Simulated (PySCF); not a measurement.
Norbornene, SMILES C1=C[C@H]2CC[C@@H]1C2 (C7H10) at its GFN2-xTB optimised geometry (Å):

```
17

C     -0.6631    -1.1632     0.0000
C      0.6631    -1.1632     0.0000
C      1.1150     0.2744     0.0000
C      0.7700     0.8157    -1.4079
C     -0.7700     0.8157    -1.4079
C     -1.1150     0.2744     0.0000
C      0.0000     0.9157     0.8321
H     -1.3298    -2.0040    -0.0632
H      1.3298    -2.0040    -0.0632
H      2.1412     0.4555     0.3107
H      1.1864     0.1826    -2.1904
H      1.1680     1.8224    -1.5341
H     -1.1864     0.1826    -2.1904
H     -1.1680     1.8224    -1.5341
H     -2.1412     0.4555     0.3107
H      0.0000     0.5816     1.8688
H      0.0000     2.0040     0.7957
```

Method: PBE0/def2-SVP run with PySCF 2.14.0. Cells within 0.4 Å of a nucleus heavier than hydrogen are left out (blank, or x).

Map of the electron localisation function on the plane z = 0.0 Å:

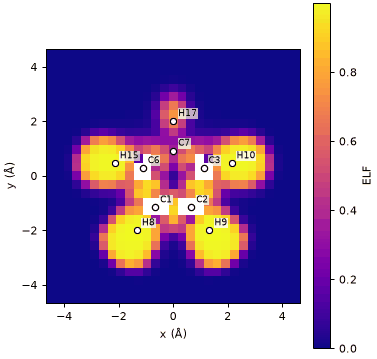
*Electron localisation function on the plane z = 0.0 Å.*
